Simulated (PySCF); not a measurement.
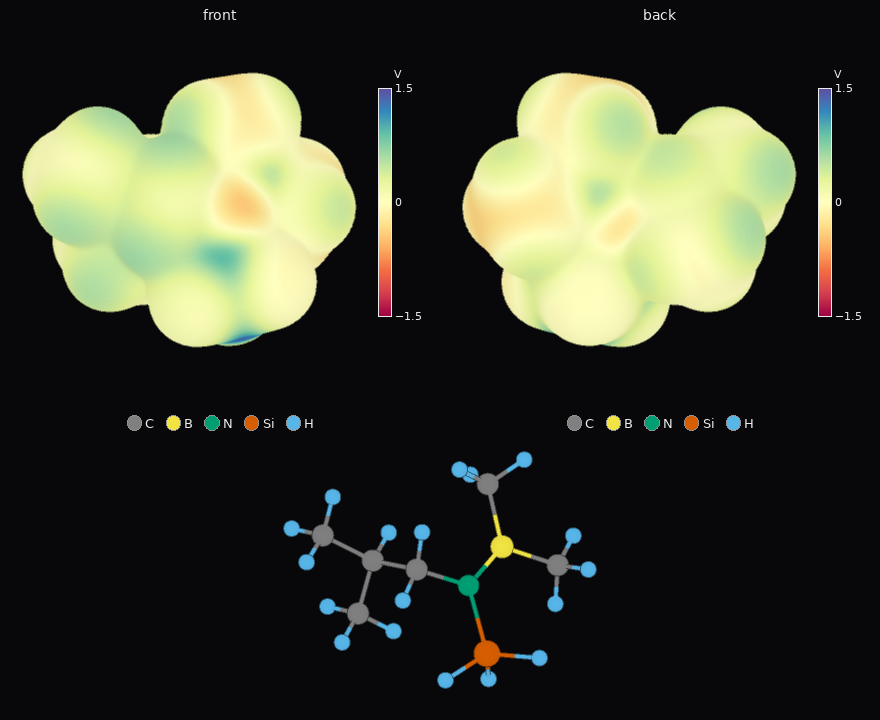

Figure 1: C$_{6}$H$_{18}$BNSi (SMILES CB(C)N([SiH3])CC(C)C). The molecular electrostatic potential painted on the density surface at 0.002 e/bohr³, seen from the front and from behind; the colour scale runs from red (negative) to blue (positive). The bare structure is drawn below in the same view.

Geometry: GFN2-xTB.

Level of theory: PySCF, PBE0/pcSseg-1, SCF density, gas phase, non-relativistic.

The calculation's input:

```
{"job": {"kind": "nmr", "xc": "PBE0", "basis": "pcSseg-1"}, "charge": 0, "multiplicity": 1}
C      1.680097    -0.242643    -1.784653
B      1.678677    -0.107091    -0.199206
C      2.961137    -0.649020     0.568612
N      0.624982     0.480043     0.534775
Si     0.688948     0.670060     2.273673
C     -0.572673     0.952560    -0.149728
C     -1.519636    -0.183129    -0.562901
C     -2.625023     0.365971    -1.462017
C     -2.118992    -0.869942     0.659695
H      2.686473    -0.115792    -2.180985
H      1.031130     0.451197    -2.313581
H      1.368155    -1.247624    -2.070706
H      3.626853     0.179377     0.810027
H      2.723061    -1.139501     1.509683
H      3.539811    -1.348997    -0.031183
H     -0.502739     1.426584     2.665333
H      1.891283     1.423035     2.638014
H      0.670208    -0.637621     2.941077
H     -1.118246     1.642554     0.498233
H     -0.277209     1.510388    -1.042641
H     -0.938535    -0.919597    -1.125397
H     -2.206361     0.824986    -2.354766
H     -3.295135    -0.432750    -1.770865
H     -3.208008     1.116577    -0.932217
H     -2.704022    -0.162901     1.244588
H     -1.333433    -1.273686     1.293307
H     -2.770702    -1.686613     0.355994
```

Command:

```sh
OMP_NUM_THREADS=1 python probes_run.py task.json out
```

Which sites attract a positive test charge, and which a negative one?

A positive charge is drawn to the negative regions and a negative charge to the positive ones. The most negative region (about −0.4 V) lies over C3 and N4, the most positive (about +1.2 V) over Si5.

What dipole moment does the calculation give?

Its dipole moment is 0.91 D.
